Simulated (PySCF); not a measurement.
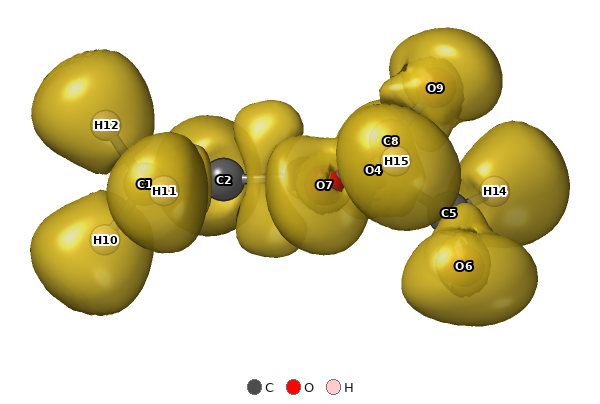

*C5H6O4 (SMILES CC=C(OC=O)OC=O). Isosurface of the electron localisation function at 0.75 (yellow), seen from one side. Only the valence region is drawn (cores and ρ < 0.01 e/Å³ removed).*

Geometry: GFN2-xTB.

Level of theory: CAM-B3LYP/def2-SVPD, SCF density, gas phase in PySCF 2.14.0.

```yaml
atoms:
  - { symbol: C, position_ang: [1.7498, -1.4733, -0.9181] }
  - { symbol: C, position_ang: [1.0897, -0.1417, -0.9935] }
  - { symbol: C, position_ang: [0.0827, 0.2430, -0.2169] }
  - { symbol: O, position_ang: [-0.5082, 1.4772, -0.4047] }
  - { symbol: C, position_ang: [-0.9193, 2.2102, 0.6347] }
  - { symbol: O, position_ang: [-0.7611, 1.9728, 1.7914] }
  - { symbol: O, position_ang: [-0.4021, -0.5690, 0.7880] }
  - { symbol: C, position_ang: [-1.7057, -0.6131, 1.0758] }
  - { symbol: O, position_ang: [-2.5922, -0.0671, 0.4968] }
  - { symbol: H, position_ang: [2.8207, -1.3469, -0.7684] }
  - { symbol: H, position_ang: [1.3427, -2.0634, -0.1031] }
  - { symbol: H, position_ang: [1.6084, -2.0097, -1.8557] }
  - { symbol: H, position_ang: [1.4467, 0.5587, -1.7320] }
  - { symbol: H, position_ang: [-1.4285, 3.0991, 0.2319] }
  - { symbol: H, position_ang: [-1.8279, -1.2688, 1.9521] }
```

Q: Where are the electrons localised?

A: At this value the surface marks out two regions between bonded C–C atoms (shared pairs), six regions around hydrogen nuclei and four regions on O in which the atom's valence shell and bonds are merged.

Values along the shortest contacts:
C–O (1.19 Å): the ELF peaks at about 0.85 between the atoms (a short, multiple covalent bond). C–C (1.33 Å): the ELF peaks at about 0.90 between the atoms: a multiple bond.
